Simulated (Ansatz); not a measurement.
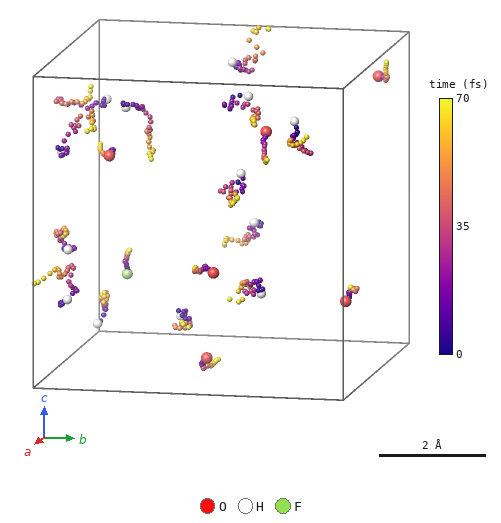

First-principles dynamics of a periodic cell with 6 H2O + 1 HF at 0.994 g/cm³, 70 fs long. It starts from the last geometry of an earlier run, with fresh velocities. Dots mark each atom's position at evenly spaced times, coloured by time; spheres stand at the starting positions. Seen slightly off an axis in the simulation cell.

These are results of DFT r2SCAN, scalar-relativistic, plane waves, PAW (Ansatz), not measurements. Settings: plane-wave cutoff 500 eV; k-point mesh 1 × 1 × 1; Fermi-Dirac smearing 0.05 eV; low-accuracy preset; constant energy (NVE); velocities drawn for 1000 K; time step 0.5 fs.

Describe the motion.

Answer. Root-mean-square distances from the starting positions over the second half, with the common drift of all atoms taken out: H 0.76 Å, O 0.55 Å, F 0.50 Å. The heavy atoms stay within a fraction of a molecule's size of their starting places; so short a run doesn't tell a liquid from a solid. The total energy stays between −0.94 and 0.73 meV per atom of its start. A straight-line fit has a slope that amounts to −0.0068 meV per atom over 70 fs (under 0.1 % of the mean kinetic energy), and the ripple about it is 2.4 % of the kinetic energy's fluctuation. With a drift under 2 % and a ripple under 7 %, the integration is accurate.

Limits of the set-up: the program's low-accuracy preset was used; the periodic images lie only 6.0 Å apart, so the values are limited by the cell's size.
